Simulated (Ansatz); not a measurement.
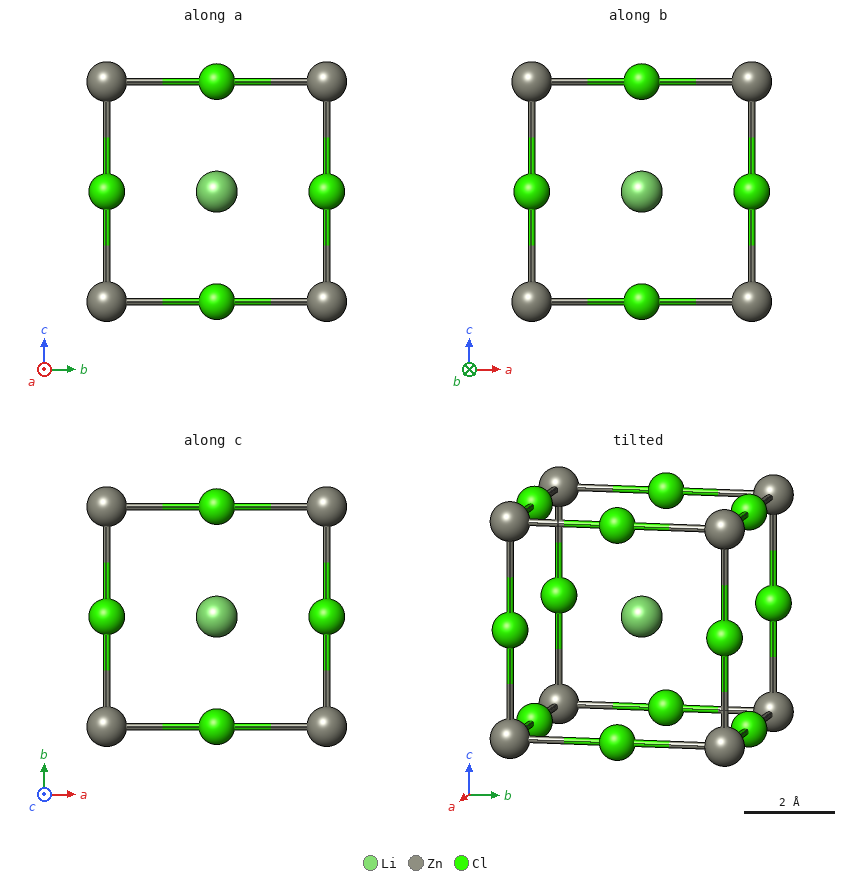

Ball-and-stick representation of a periodic structure, projected along the a axis, along the b axis, along the c axis and slightly off an axis. Thin lines show the conventional unit cell, with boundary atoms drawn in all their periodic places.

Lattice parameters: a = 4.9384 Å, b = 4.9384 Å, c = 4.9384 Å, α = 90.000°, β = 90.000°, γ = 90.000°.

Put the structure into a CIF in P1 with every atom of the cell.

```cif
data_structure
_symmetry_space_group_name_H-M 'P 1'
_symmetry_Int_Tables_number 1
_cell_length_a 4.9384
_cell_length_b 4.9384
_cell_length_c 4.9384
_cell_angle_alpha 90.000
_cell_angle_beta 90.000
_cell_angle_gamma 90.000
_cell_volume 120.44
loop_
_atom_site_label
_atom_site_type_symbol
_atom_site_fract_x
_atom_site_fract_y
_atom_site_fract_z
_atom_site_occupancy
Li1 Li 0.5000 0.5000 0.5000 1
Zn1 Zn 0.0000 0.0000 0.0000 1
Cl1 Cl 0.5000 0.0000 0.0000 1
Cl2 Cl 0.0000 0.5000 0.0000 1
Cl3 Cl 0.0000 0.0000 0.5000 1
```

The structure comes from a structure type filled with these elements by a generator (whether the compound takes this form wasn't checked). The cell was then strained or its atoms displaced on purpose. It was the input of a calculation with Ansatz.
